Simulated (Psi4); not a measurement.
Geometry relaxation of ZrCl$_{4}$ (part 4 of 4)

The same run, continued: ZrCl$_{4}$; PBE/def2-SVP, RKS, dispersion D4, core potentials def2 (Psi4 1.11). The geometry comes from this level: GFN2-xTB, rattled.

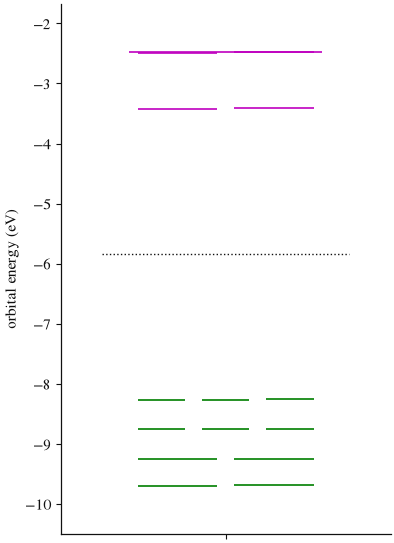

**Figure 1.** Orbital energies near the frontier; the dotted line parts filled from empty levels, and levels within 0.02 eV of each other stand side by side. Highest filled −8.26 eV, lowest empty −3.42 eV, 4.84 eV apart.

The run was set up as follows.

Input (calc.in)
```
memory 5.5 GB

molecule mol {
  Cl    -0.137590    -0.225904     2.201695
  Zr    -0.053736     0.004906    -0.024195
  Cl     1.463293    -1.455394    -0.847238
  Cl    -1.983563    -0.395161    -0.921851
  Cl     0.654892     2.130479    -0.512334
  symmetry c1
}

set {
  scf_type df
  geom_maxiter 60
  max_force_g_convergence 0.0005
}

E, wfn = optimize("pbe-d4/def2-SVP", return_wfn=True)
```

Command:
```bash
psi4 -n 2 calc.in calc.out
```

Results in brief

| quantity | value |
| --- | --- |
| outcome | converged |
| total energy | −1886.871991 hartree |
| dispersion energy | −0.008122 hartree |
| basis functions | 103 |
| HOMO | −8.26 eV |
| LUMO | −3.42 eV |
| dipole moment | 0.07 D |
| hardware | 2 threads of Intel Xeon (Granite Rapids), 32 GiB of memory available, shared host |
| wall time | 12 s (CPU time 29 s) |
| peak memory | 0.58 GiB |
